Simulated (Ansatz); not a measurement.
# Al(PF3)H3 (AlF₃H₃P): one molecule under many settings

How do the results and run time of Al(PF3)H3 (AlF₃H₃P) respond when the settings are drawn wide?

Method: the settings change from run to run; program: Ansatz 0.2.0, Gaussian basis.

### 1 The relaxed structure

An earlier PBE0-D4/def2-SVP relaxation fixed the geometry.

8 atoms, charge 0, spin multiplicity 1.

Atoms are counted from 1 here; the program's logs count them from 0.

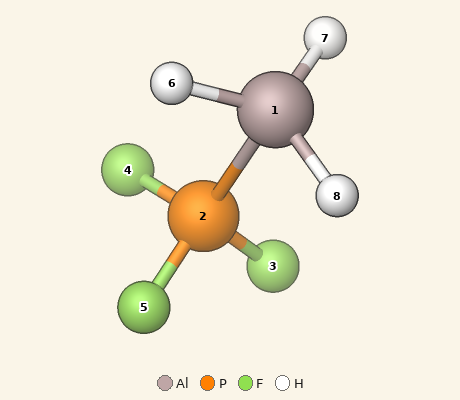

The structure; aluminium light grey, phosphorus orange, fluorine green, hydrogen white; atoms are numbered from 1 in the order of the file.

Geometry (Å):

```csv
atom,x (Å),y (Å),z (Å)
Al1,-0.00550,0.00564,-1.49653
P2,-0.00343,-0.00058,1.01071
F3,-1.38048,0.08098,1.77295
F4,0.77468,1.15079,1.75384
F5,0.62343,-1.25090,1.73649
H6,1.58869,-0.04575,-1.57269
H7,-0.75558,1.41005,-1.60674
H8,-0.84180,-1.35024,-1.59803
```

### 2 wB97X/def2-TZVP

Options: a grid of angular degree 47.

in.yaml reads:

```yaml
crystal:
  periodic: [false, false, false]
  atoms:
    - {symbol: Al, position_ang: [-0.005504, 0.005641, -1.496532]}
    - {symbol: P, position_ang: [-0.003428, -0.000578, 1.010707]}
    - {symbol: F, position_ang: [-1.380481, 0.080984, 1.772946]}
    - {symbol: F, position_ang: [0.774679, 1.150788, 1.753843]}
    - {symbol: F, position_ang: [0.623433, -1.250905, 1.736489]}
    - {symbol: H, position_ang: [1.588689, -0.045749, -1.572685]}
    - {symbol: H, position_ang: [-0.755581, 1.410046, -1.606740]}
    - {symbol: H, position_ang: [-0.841797, -1.350238, -1.598027]}
basis:
  gaussian: {orbitals: def2-TZVP, final_grid: {core_spheres: 20, valence_spheres: 16, degree: 47}}
hamiltonian: {xc: {name: wB97X}}
scf: {omitted_lower_state_checks: [starts]}
output: {forces: true}
```

Command:

```console
$ ansatz run in.yaml --threads 4 --pin off --events-out ev --progress --plain --max-ram 3916MiB
```

Log, cut to the lines that bear on the results:

```text
Functional definition: wB97X
  name "wB97X"
  cite "Chai & Head-Gordon, J. Chem. Phys. 128, 084106 (2008) doi:10.1063/1.2834918"
  cite "Becke, J. Chem. Phys. 107, 8554 (1997) doi:10.1063/1.475007"
[...]
  # The coefficients of nought are those of the uniform gas.
[...]
      + exact_x_lr(omega)
[...]
      + integral(e_c_pw_opposite_spin*poly(b97_u_opposite, 1, cos1, cos2, cos3, cos4))
[...]
1129 factors; their error is unknown
252 factors; integrals over basis functions are off by at most 1.1e-5 eV
[...]
mean field -24089.76243566 eV, -885.2824408830 hartree, gradient 2.7e-5 eV, S^2 0.000000; 0 other end points of the search recorded, 0 dependent functions left out
[...]
reference -24089.76240193 eV, -885.2824396435 hartree; 29, 29 occupied and 156, 156 virtual orbitals, 1129 factors
Total energy: -24089.76240193 eV, -885.2824396435 hartree
Atom 0 at    -0.005504     0.005641    -1.496532 Å, force     0.000303     0.000493    -0.206450 eV/Å
Atom 1 at    -0.003428    -0.000578     1.010707 Å, force     0.019137    -0.011345     1.589264 eV/Å
Atom 2 at    -1.380481     0.080984     1.772946 Å, force     0.831700    -0.051080    -0.465186 eV/Å
Atom 3 at     0.774679     1.150788     1.753843 Å, force    -0.472415    -0.694478    -0.451680 eV/Å
Atom 4 at     0.623433    -1.250905     1.736489 Å, force    -0.378702     0.756792    -0.439893 eV/Å
Atom 5 at     1.588689    -0.045749    -1.572685 Å, force    -0.129127     0.002728    -0.013045 eV/Å
Atom 6 at    -0.755581     1.410046    -1.606740 Å, force     0.062475    -0.114408    -0.005006 eV/Å
Atom 7 at    -0.841797    -1.350238    -1.598027 Å, force     0.066630     0.111299    -0.008004 eV/Å
Dipole moment:    -0.003761     0.001190     0.240807 e Å
Checks for a lower state left out: starts
```

Run time: 8 s. Hardware: 4 threads of Intel Xeon at 2.50GHz, shared host.

Largest force 1.589 eV/Å, dipole 1.16 D.

### 3 SPW92/STO-3G

Options: atoms shaken by 0.03 Å, relativity set to none.

in.yaml reads:

```yaml
crystal:
  periodic: [false, false, false]
  atoms:
    - {symbol: Al, position_ang: [0.003838, -0.071263, -1.508033]}
    - {symbol: P, position_ang: [-0.004384, 0.020076, 0.997189]}
    - {symbol: F, position_ang: [-1.354377, 0.053431, 1.774498]}
    - {symbol: F, position_ang: [0.778257, 1.196046, 1.809166]}
    - {symbol: F, position_ang: [0.597894, -1.188777, 1.757783]}
    - {symbol: H, position_ang: [1.631977, -0.012515, -1.571411]}
    - {symbol: H, position_ang: [-0.694031, 1.402841, -1.632012]}
    - {symbol: H, position_ang: [-0.854560, -1.386936, -1.625586]}
basis:
  gaussian: {orbitals: STO-3G}
hamiltonian: {xc: {name: SPW92}, pseudopotentials: {relativity: none}}
```

Same command.

Log:

```text
Functional definition: SPW92
  name "SPW92"
  cite "Dirac, Proc. Camb. Phil. Soc. 26, 376 (1930) doi:10.1017/S0305004100016108"
  cite "Slater, Phys. Rev. 81, 385 (1951) doi:10.1103/PhysRev.81.385"
  cite "Perdew & Wang, Phys. Rev. B 45, 13244 (1992) doi:10.1103/PhysRevB.45.13244"
  exchange = slater_x
  correlation = pw_c
450 factors; integrals over basis functions are off by at most 2.1e-5 eV
mean field evaluation 1: about -23657.2552 eV, gradient 3.5e1 eV
mean field evaluation 2: about -23653.7906 eV, gradient 4.9e1 eV
mean field evaluation 4: about -23661.6857 eV, gradient 4.4e0 eV
mean field evaluation 8: about -23661.7136 eV, gradient 5.2e-2 eV
mean field -23661.71357037 eV, -869.5519352256 hartree, gradient 3.4e-5 eV, S^2 0.000000; 0 other end points of the search recorded, 0 dependent functions left out
reference -23661.71358591 eV, -869.5519357968 hartree; 29, 29 occupied and 7, 7 virtual orbitals, 450 factors
Total energy: -23661.71358591 eV, -869.5519357968 hartree
```

It took 0.45 s on 4 threads of Intel Xeon at 2.50GHz, shared host.

### 4 B97M-V/aug-cc-pVDZ

Options: atoms shaken by 0.03 Å, a grid of angular degree 23.

in.yaml reads:

```yaml
crystal:
  periodic: [false, false, false]
  atoms:
    - {symbol: Al, position_ang: [0.020389, 0.027200, -1.505364]}
    - {symbol: P, position_ang: [0.000518, -0.011324, 0.911801]}
    - {symbol: F, position_ang: [-1.395952, 0.078232, 1.780098]}
    - {symbol: F, position_ang: [0.806519, 1.135836, 1.740826]}
    - {symbol: F, position_ang: [0.666318, -1.237843, 1.760816]}
    - {symbol: H, position_ang: [1.576179, -0.060636, -1.596211]}
    - {symbol: H, position_ang: [-0.737687, 1.431487, -1.609685]}
    - {symbol: H, position_ang: [-0.865086, -1.329936, -1.578402]}
basis:
  gaussian: {orbitals: aug-cc-pVDZ, final_grid: {core_spheres: 8, valence_spheres: 7, degree: 23}}
hamiltonian: {xc: {name: B97M-V}}
output: {forces: true}
```

The command is unchanged.

Log, cut to the lines that bear on the results:

```text
Functional definition: B97M-V
  name "B97M-V"
  cite "Mardirossian & Head-Gordon, J. Chem. Phys. 142, 074111 (2015) doi:10.1063/1.4907719"
  cite "Becke, J. Chem. Phys. 107, 8554 (1997) doi:10.1063/1.475007"
  cite "Vydrov & Van Voorhis, J. Chem. Phys. 133, 244103 (2010) doi:10.1063/1.3521275"
  # Of w^i u^j: cxij and so on, Table III.
[...]
  gx(w, u) = cx00 + cx01*u + cx02*u^2 + (cx10 + cx11*u)*w
  gss(w, u) = css00 + css02*u^2 + css10*w + (css32*w^3 + css42*w^4)*u^2
  gos(w, u) = cos00 + cos01*u + cos03*u^3 + cos10*w + cos32*w^3*u^2
[...]
      + integral(e_c_pw_mod_opposite_spin*gos(b97_w_opposite, b97_u_opposite)) + vv10(b, c)
1398 factors; their error is unknown
[...]
mean field -24080.90068406 eV, -884.9567775184 hartree, gradient 3.4e-6 eV, S^2 0.000000; 0 other end points of the search recorded, 0 dependent functions left out
[...]
reference -24080.90078963 eV, -884.9567813980 hartree; 29, 29 occupied and 121, 121 virtual orbitals, 1398 factors
Total energy: -24080.90078963 eV, -884.9567813980 hartree
Atom 0 at     0.020389     0.027200    -1.505364 Å, force    -0.692788    -0.235185    -0.772380 eV/Å
Atom 1 at     0.000518    -0.011324     0.911801 Å, force    -0.067397     0.002358     3.437793 eV/Å
Atom 2 at    -1.395952     0.078232     1.780098 Å, force     1.061703    -0.086903    -1.028952 eV/Å
Atom 3 at     0.806519     1.135836     1.740826 Å, force    -0.463567    -0.338113    -0.773646 eV/Å
Atom 4 at     0.666318    -1.237843     1.760816 Å, force    -0.491872     0.479305    -0.917234 eV/Å
Atom 5 at     1.576179    -0.060636    -1.596211 Å, force     0.424927    -0.011912     0.004397 eV/Å
Atom 6 at    -0.737687     1.431487    -1.609685 Å, force     0.056881    -0.043969     0.046071 eV/Å
Atom 7 at    -0.865086    -1.329936    -1.578402 Å, force     0.172114     0.234419     0.003951 eV/Å
Dipole moment:     0.022869     0.009988    -0.063413 e Å
```

Run time: 4.6 s. Hardware: 4 threads of Intel Xeon at 2.50GHz, shared host.

Largest force 3.438 eV/Å, dipole 0.33 D.

### 5 wB97X-V/cc-pVTZ-DK

Options: atoms shaken by 0.08 Å, the search for lower states set to full.

in.yaml reads:

```yaml
crystal:
  periodic: [false, false, false]
  atoms:
    - {symbol: Al, position_ang: [-0.171294, -0.046777, -1.457158]}
    - {symbol: P, position_ang: [-0.071164, 0.020604, 1.031935]}
    - {symbol: F, position_ang: [-1.368104, -0.004421, 1.829786]}
    - {symbol: F, position_ang: [0.768536, 1.214606, 1.793771]}
    - {symbol: F, position_ang: [0.562878, -1.097810, 1.812019]}
    - {symbol: H, position_ang: [1.589086, -0.070038, -1.804510]}
    - {symbol: H, position_ang: [-0.900970, 1.438905, -1.688074]}
    - {symbol: H, position_ang: [-0.788406, -1.293189, -1.626194]}
basis:
  gaussian: {orbitals: cc-pVTZ-DK}
hamiltonian: {xc: {name: wB97X-V}}
scf: {lower_state_search: full}
output: {forces: true}
```

The command is unchanged.

Log, cut to the lines that bear on the results:

```text
Functional definition: wB97X-V
  name "wB97X-V"
  cite "Mardirossian & Head-Gordon, Phys. Chem. Chem. Phys. 16, 9904 (2014) doi:10.1039/C3CP54374A"
  cite "Becke, J. Chem. Phys. 107, 8554 (1997) doi:10.1063/1.475007"
  cite "Vydrov & Van Voorhis, J. Chem. Phys. 133, 244103 (2010) doi:10.1063/1.3521275"
[...]
      + integral(e_c_pw_opposite_spin*poly(b97_u_opposite, cos0, cos1)) + vv10(b, c)
1172 factors; their error is unknown
252 factors; integrals over basis functions are off by at most 1.3e-5 eV
[...]
mean field -24126.58314790 eV, -886.6355771000 hartree, gradient 1.2e-5 eV, S^2 0.000000; 0 other end points of the search recorded, 0 dependent functions left out
[...]
reference -24126.58314582 eV, -886.6355770233 hartree; 29, 29 occupied and 171, 171 virtual orbitals, 1172 factors
Total energy: -24126.58314582 eV, -886.6355770233 hartree
Relativity: scalar
Atom 0 at    -0.171294    -0.046777    -1.457158 Å, force     3.153238     3.985539    -0.927238 eV/Å
Atom 1 at    -0.071164     0.020604     1.031935 Å, force     1.741379     2.944450     0.743937 eV/Å
Atom 2 at    -1.368104    -0.004421     1.829786 Å, force    -1.693642     0.681760     0.366218 eV/Å
Atom 3 at     0.768536     1.214606     1.793771 Å, force    -1.533122    -1.371982    -1.459465 eV/Å
Atom 4 at     0.562878    -1.097810     1.812019 Å, force     1.536031    -2.300150     0.577921 eV/Å
Atom 5 at     1.589086    -0.070038    -1.804510 Å, force    -1.667418     0.078722     0.590106 eV/Å
Atom 6 at    -0.900970     1.438905    -1.688074 Å, force     0.279696    -0.854977     0.302558 eV/Å
Atom 7 at    -0.788406    -1.293189    -1.626194 Å, force    -1.816162    -3.163362    -0.194036 eV/Å
Dipole moment:    -0.216867    -0.152162     0.402093 e Å
```

It took 12 s on 4 threads of Intel Xeon at 2.50GHz, shared host; peak memory 0.61 GiB.

Largest force 5.166 eV/Å, dipole 2.31 D.

### 6 The runs in one table

| level | charge | multiplicity | geometry | functions | energy (eV) | time |
| --- | --- | --- | --- | --- | --- | --- |
| wB97X/def2-TZVP | 0 | 1 | relaxed | 185 | -24089.762 | 8 s |
| SPW92/STO-3G | 0 | 1 | shaken | 36 | -23661.714 | 0.45 s |
| B97M-V/aug-cc-pVDZ | 0 | 1 | shaken | 150 | -24080.901 | 4.6 s |
| wB97X-V/cc-pVTZ-DK | 0 | 1 | shaken | 200 | -24126.583 | 12 s |

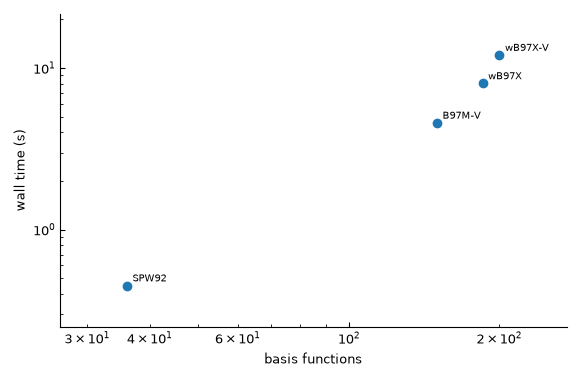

Wall time against the number of basis functions (shared host).

### 7 Results

| quantity | value |
| --- | --- |
| runs | 4 |
| quickest | SPW92/STO-3G, 0.45 s |
| slowest | wB97X-V/cc-pVTZ-DK, 12 s |

The runs differ in state or geometry as well as level, so their energies can't be set against each other. Run time spans a factor of 27, from SPW92/STO-3G to wB97X-V/cc-pVTZ-DK. The jobs differ in tasks and options as well as level. At the PBE0-D4/def2-SVP geometry and in the same state, runs without warnings or point charges leave forces up to 1.59 eV/Å (wB97X/def2-TZVP), against 5.2 eV/Å where the atoms were moved.
